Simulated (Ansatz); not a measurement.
System: AlFH$_{4}$N$_{2}$···H$_{2}$.

```json
{"atom": "Al", "x (Å)": "-0.3776", "y (Å)": "0.1486", "z (Å)": "-0.3704"}
{"atom": "H", "x (Å)": "2.9169", "y (Å)": "-1.2132", "z (Å)": "-0.1086"}
{"atom": "N", "x (Å)": "-0.1975", "y (Å)": "1.7758", "z (Å)": "0.3042"}
{"atom": "N", "x (Å)": "-1.4306", "y (Å)": "-1.0855", "z (Å)": "0.3388"}
{"atom": "H", "x (Å)": "2.4060", "y (Å)": "-1.0125", "z (Å)": "-0.6103"}
{"atom": "F", "x (Å)": "0.4687", "y (Å)": "-0.2331", "z (Å)": "-1.7486"}
{"atom": "H", "x (Å)": "-0.6533", "y (Å)": "2.1177", "z (Å)": "1.1396"}
{"atom": "H", "x (Å)": "0.3991", "y (Å)": "2.4923", "z (Å)": "-0.0883"}
{"atom": "H", "x (Å)": "-1.9766", "y (Å)": "-0.9744", "z (Å)": "1.1827"}
{"atom": "H", "x (Å)": "-1.5551", "y (Å)": "-2.0156", "z (Å)": "-0.0390"}
```

Level of theory: RKS r2SCAN/6-31G* (Ansatz).

Question: Predict the electron density and electron localisation function between the atoms.

Answer: Al–F (1.66 Å): ρ at the midpoint is about 0.83 e/Å³; the ELF peaks at about 0.85 in the valence shell of F, 0.5 Å from its nucleus, and is about 0.35 at the midpoint.
Al–N (1.77 Å): ρ is about 0.81 e/Å³ halfway; the ELF peaks at about 0.90 in the valence shell of N, 0.7 Å from its nucleus, and is about 0.60 at the midpoint.
N–H (1.01 Å): ρ at the midpoint is about 2.7 e/Å³; the ELF climbs to about 1 towards the hydrogen, as it does in any bond to H (a covalent bond by its length).

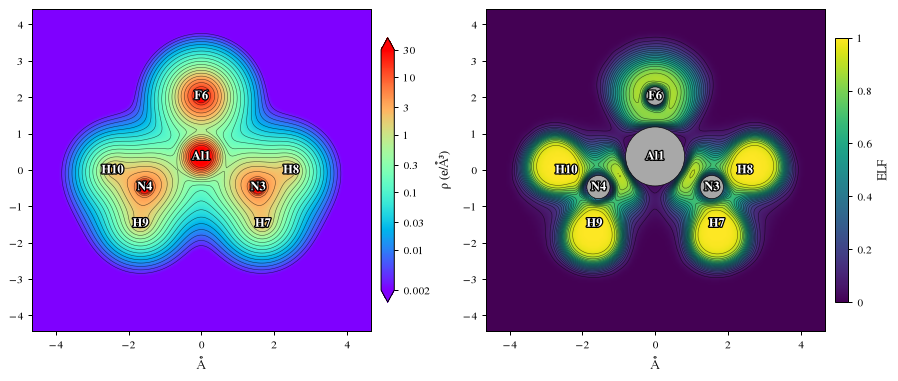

Computed electron density and electron localisation function on the plane of atoms Al1, N3 and H7, in this order. Grey discs cover the atomic cores in the ELF map. 
